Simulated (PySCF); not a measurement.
# C4H12O2Si: what the fields show

The calculation's input:

```
{"job": {"kind": "uv", "xc": "B3LYP", "basis": "def2-SVPD", "nstates": 8, "ntriplets": 3}, "charge": 0, "multiplicity": 1}
C      3.043244     0.020023     0.062499
Si     1.345706    -0.568595     0.657508
O      0.361430     0.427448    -0.169216
C     -1.022033     0.571503    -0.104452
C     -1.520531     1.207684    -1.398464
C     -1.704921    -0.776078     0.147299
O     -1.266428    -1.366376     1.341455
H      3.175329     1.088639     0.197020
H      3.207287    -0.201422    -0.986947
H      3.818655    -0.484182     0.628972
H      1.165614    -1.982108     0.326898
H      1.230850    -0.361594     2.108296
H     -1.256292     1.236696     0.745826
H     -0.995587     2.143504    -1.568442
H     -1.322539     0.542445    -2.234757
H     -2.587982     1.402496    -1.340213
H     -2.795132    -0.643780     0.147366
H     -1.426383    -1.473858    -0.644011
H     -1.460090    -0.773195     2.075900
```

Launched as:

```sh
OMP_NUM_THREADS=1 python probes_run.py task.json out
```

Geometry: GFN2-xTB.

The calculation used PySCF, B3LYP/def2-SVPD, SCF density, gas phase.

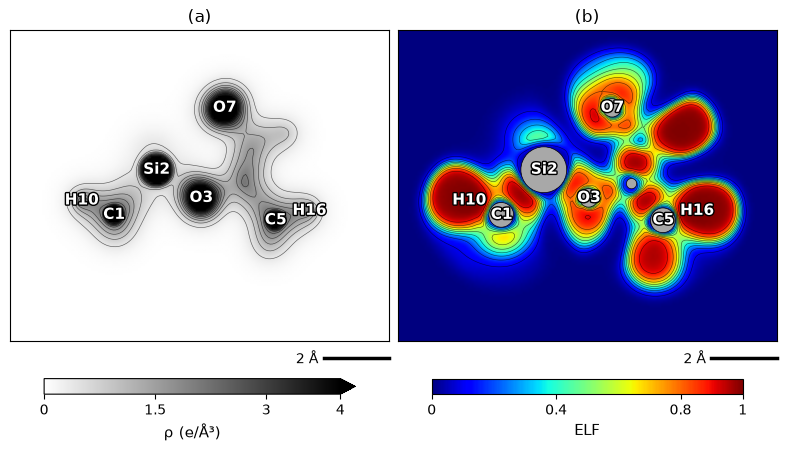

Figure 1. (a) total electron density; (b) ELF on the plane of atoms Si2, C1 and H10. Grey discs cover the atomic cores in the ELF map.

Interpret the plot.

Atoms in the plane: C, Si, O and H. Si–O (1.63 Å): the density is about 1.1 e/Å³ at the midpoint; the ELF peaks at about 0.85 between the atoms: a polar covalent bond. C–Si (1.89 Å): ρ at the midpoint is about 0.96 e/Å³; the ELF peaks at about 1 between the atoms; a covalent bond. C–H (1.08 Å): ρ at the midpoint is about 1.9 e/Å³; the ELF climbs to about 1 towards the hydrogen, as it does in any bond to H; a covalent bond by its length. The ELF also peaks beside O3, away from the bonds: lone-pair regions.

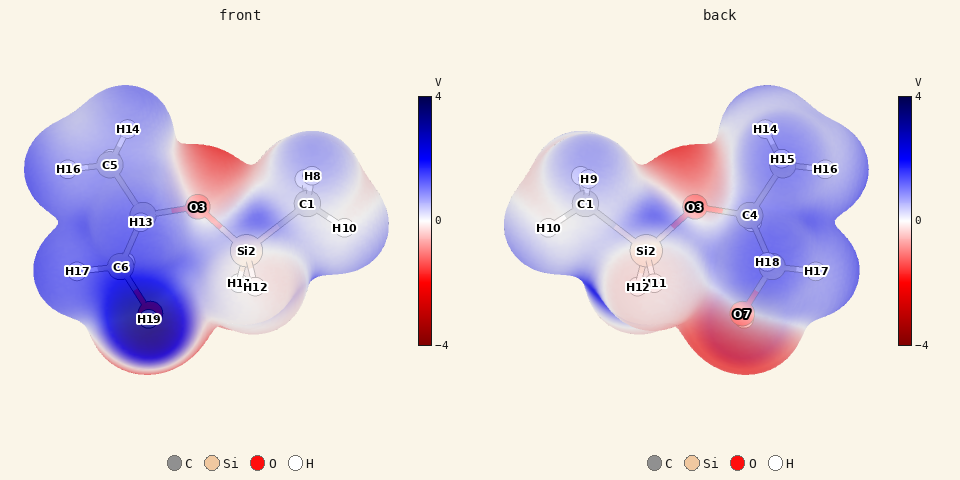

Figure 2. The molecular electrostatic potential painted on the density surface at 0.004 e/bohr³, seen from the front and from behind; red is negative and blue positive.

Describe the electrostatic potential map.

The most negative region (about −1.6 V) lies over O7, the most positive (about +3.1 V) over H19. O7 is the likeliest acceptor of a hydrogen bond.
